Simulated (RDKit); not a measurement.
# One shape, several levels: C2H7NSi (SMILES C=C[SiH2]N)

We compute a comparison of 3 runs (MMFF94, UFF, extended Hückel) of C2H7NSi. The job is set up through a Python script.

Program for the calculation: RDKit 2026.09.1.

## Step 1: Starting point

The species is C2H7NSi (11 atoms), meant as a singlet with charge 0. As SMILES, `C=C[SiH2]N`. Geometry: relaxed at PBE0-D4/def2-TZVP. This is one conformer, not always the lowest.

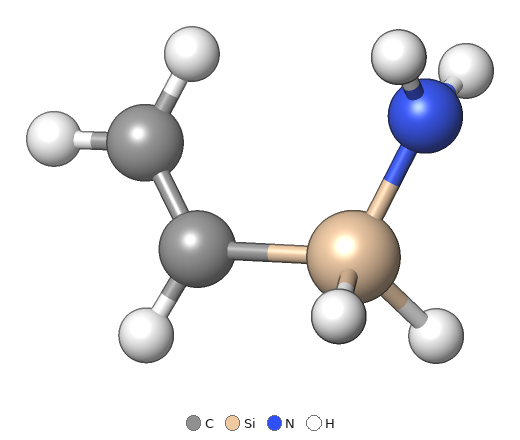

Viewed from a chosen angle; carbon grey, silicon light orange, nitrogen blue, hydrogen white.

## Step 2: A single-point energy at MMFF94 (run 1)

The input, mol.xyz:

```xyz
11

C     -0.676100     1.337000    -0.945000
C      0.089300     1.208600     0.135100
Si     0.596500    -0.444500     0.832600
N      0.002900    -1.803700    -0.028600
H     -0.967100     2.304600    -1.344700
H     -1.046800     0.465600    -1.479100
H      0.433000     2.116700     0.631600
H      0.099500    -0.536600     2.232600
H      2.083200    -0.516700     0.836000
H      0.404900    -2.086000    -0.906300
H     -0.953800    -2.102100     0.056300
```

The input, ff.py:

```python
# MMFF94 energy with RDKit
import json
import numpy as np
from rdkit import Chem
from rdkit.Chem import AllChem
from rdkit.Chem import rdDetermineBonds

m = Chem.MolFromXYZFile("mol.xyz")
rdDetermineBonds.DetermineBonds(m, charge=0)
print("perceived SMILES:", Chem.MolToSmiles(Chem.RemoveHs(m)))
symbols = [a.GetSymbol() for a in m.GetAtoms()]
start = m.GetConformer().GetPositions().copy()

props = AllChem.MMFFGetMoleculeProperties(m, mmffVariant="MMFF94")
ff = AllChem.MMFFGetMoleculeForceField(m, props)
e = ff.CalcEnergy()
g = np.array(ff.CalcGrad()).reshape(-1, 3)
print(f"MMFF94 energy {e:.5f} kcal/mol, gradient norm {np.linalg.norm(g):.4f} kcal/mol/angstrom")
print("atom  type  charge   gradient")
for i, a in enumerate(symbols):
    print(f"{a:<2}{i + 1:<3} {props.GetMMFFAtomType(i):4d} {props.GetMMFFPartialCharge(i):8.4f}  " + " ".join(f"{c:9.4f}" for c in g[i]))
names = ["Bond", "Angle", "StretchBend", "Oop", "Torsion", "VdW", "Ele"]
terms = []
for name in names:
    for other in names:
        getattr(props, f"SetMMFF{other}Term")(other == name)
    terms.append(AllChem.MMFFGetMoleculeForceField(m, props).CalcEnergy())
    print(f"{name:<12} {terms[-1]:11.5f} kcal/mol")
json.dump(dict(symbols=symbols, start=start.tolist(), energy=e, gradient=g.tolist(), charges_other=[props.GetMMFFPartialCharge(i) for i in range(len(symbols))], atom_types=[str(props.GetMMFFAtomType(i)) for i in range(len(symbols))], energy_term_names=names, energy_terms=terms), open("results.json", "w"))
```

On the command line:

```bash
$ python ff.py
```

Log:

```text
perceived SMILES: C=C[SiH2]N
MMFF94 energy -25.11886 kcal/mol, gradient norm 44.0410 kcal/mol/angstrom
atom  type  charge   gradient
C 1      2  -0.3000    10.8292    0.5710   15.3051
C 2      2  -0.3790    -3.5918   13.0543   -4.9242
Si3     19   0.9760     4.7851    7.8225    6.9026
N 4      8  -1.0670   -14.1491  -15.1645  -20.1107
H 5      5   0.1500    -1.7153   -0.7655   -2.4244
H 6      5   0.1500     1.4587   -1.2015    2.0458
H 7      5   0.1500    -2.9155    8.5434   -4.0149
H 8      5  -0.2000    -0.5753    1.3199    4.0549
H 9      5  -0.2000     3.9968    1.3977    0.8520
H 10    23   0.3600    -5.8085   -7.8820    5.9054
H 11    23   0.3600     7.6856   -7.6952   -3.5916
Bond             0.84360 kcal/mol
Angle            2.97010 kcal/mol
StretchBend      0.06423 kcal/mol
Oop              0.00000 kcal/mol
Torsion          0.22593 kcal/mol
VdW              1.51274 kcal/mol
Ele            -30.73547 kcal/mol
```

Run time: 0.24 s. Hardware: 1 thread of Intel Xeon Platinum 8259CL at 2.50GHz (Skylake/Cascade Lake), shared host.

## Step 3: The energy at UFF (run 2)

mol.xyz is that of step 2.

The input, job.py:

```python
# UFF energy with RDKit
import json
import numpy as np
from rdkit import Chem
from rdkit.Chem import AllChem
from rdkit.Chem import rdDetermineBonds

m = Chem.MolFromXYZFile("mol.xyz")
rdDetermineBonds.DetermineBonds(m, charge=0)
print("perceived SMILES:", Chem.MolToSmiles(Chem.RemoveHs(m)))
symbols = [a.GetSymbol() for a in m.GetAtoms()]
start = m.GetConformer().GetPositions().copy()

ff = AllChem.UFFGetMoleculeForceField(m)
e = ff.CalcEnergy()
g = np.array(ff.CalcGrad()).reshape(-1, 3)
print(f"UFF energy {e:.5f} kcal/mol, gradient norm {np.linalg.norm(g):.4f} kcal/mol/angstrom")
json.dump(dict(symbols=symbols, start=start.tolist(), energy=e, gradient=g.tolist()), open("results.json", "w"))
```

On the command line:

```bash
$ python job.py
```

Log:

```text
perceived SMILES: C=C[SiH2]N
UFF energy 12.68958 kcal/mol, gradient norm 100.9819 kcal/mol/angstrom
```

It took 0.24 s on 1 thread of Intel Xeon Platinum 8259CL at 2.50GHz (Skylake/Cascade Lake), shared host.

## Step 4: The charge distribution at extended Hückel (run 3)

mol.xyz is that of step 3.

The input, run.py:

```python
import json
import numpy as np
from rdkit import Chem
from rdkit.Chem import AllChem
from rdkit.Chem import rdDetermineBonds
from rdkit.Chem import rdEHTTools

molecule = Chem.MolFromXYZFile("mol.xyz")
symbols = [a.GetSymbol() for a in molecule.GetAtoms()]
start = molecule.GetConformer().GetPositions().copy()

ok, res = rdEHTTools.RunMol(molecule, keepOverlapAndHamiltonianMatrices=True)
if not ok:
    raise RuntimeError("the extended Hueckel run failed")
eps = np.array(res.GetOrbitalEnergies())
nel = res.numElectrons
homo = (nel + 1) // 2 - 1
print(f"{res.numOrbitals} orbitals, {nel} valence electrons, sum of one-electron energies {res.totalEnergy:.4f} eV")
for i in range(max(0, homo - 3), min(len(eps), homo + 4)):
    print(f"{i + 1:4d} {eps[i]:10.4f} eV", "(HOMO)" if i == homo else "(LUMO)" if i == homo + 1 else "")
q = np.array(res.GetAtomicCharges())
print("Mulliken charges:", " ".join(f"{a}{i + 1}={c:+.3f}" for i, (a, c) in enumerate(zip(symbols, q))))
op = res.GetReducedOverlapPopulationMatrix()
pairs = [(k, i, op[i * (i + 1) // 2 + k]) for i in range(len(symbols)) for k in range(i) if abs(op[i * (i + 1) // 2 + k]) > 0.1]
print("reduced overlap populations above 0.1")
for k, i, p in pairs:
    print(f"  {symbols[k]}{k + 1}-{symbols[i]}{i + 1} {p:7.3f}")
json.dump(dict(symbols=symbols, start=start.tolist(), energy=res.totalEnergy * 23.060548, homo=eps[homo], lumo=eps[homo + 1] if homo + 1 < len(eps) else None, orbital_energies=eps.round(4).tolist(), charges_mulliken=q.tolist(), bond_orders=[[k + 1, i + 1, round(p, 4)] for k, i, p in pairs], nel=nel), open("results.json", "w"))
```

On the command line:

```bash
$ python run.py
```

Log:

```text
23 orbitals, 24 valence electrons, sum of one-electron energies -425.0848 eV
   9   -14.5838 eV
  10   -13.8242 eV
  11   -13.1627 eV
  12   -12.7649 eV (HOMO)
  13    -8.1969 eV (LUMO)
  14     2.5613 eV
  15     2.9238 eV
Mulliken charges: C1=-0.084 C2=-0.344 Si3=+1.265 N4=-0.931 H5=+0.030 H6=+0.033 H7=+0.045 H8=-0.245 H9=-0.245 H10=+0.238 H11=+0.238
reduced overlap populations above 0.1
  C1-C2   1.299
  C2-Si3   0.721
  Si3-N4   0.612
  C1-H5   0.789
  C1-H6   0.799
  C2-H7   0.789
  Si3-H8   0.730
  Si3-H9   0.730
  N4-H10   0.727
  N4-H11   0.727
```

It took 0.28 s on 1 thread of Intel Xeon Platinum 8259CL at 2.50GHz (Skylake/Cascade Lake), shared host.

Atomic charges (e):

| atom | Mulliken |
| --- | --- |
| C1 | -0.084 |
| C2 | -0.344 |
| Si3 | +1.265 |
| N4 | -0.931 |
| H5 | +0.030 |
| H6 | +0.033 |
| H7 | +0.045 |
| H8 | -0.245 |
| H9 | -0.245 |
| H10 | +0.238 |
| H11 | +0.238 |

## Step 5: The series

```
run            level        task  energy (Eh)  largest force (eV/Å)  wall time
  1           MMFF94      energy    -0.040029                 1.253     0.24 s
  2              UFF      energy     0.020222                 2.613     0.24 s
  3  extended Hückel  properties   -15.621578                     –     0.28 s
```

## Step 6: Results

```
                      quantity         value
run 3: sum of orbital energies  -15.62158 Eh
            run 3: HOMO energy     -12.76 eV
            run 3: LUMO energy      -8.20 eV
          run 3: HOMO–LUMO gap       4.57 eV
```

What this shows: Force-field and semi-empirical energies have zeros of their own, so their totals don't compare. All runs together took 0.76 s, the longest 0.28 s.
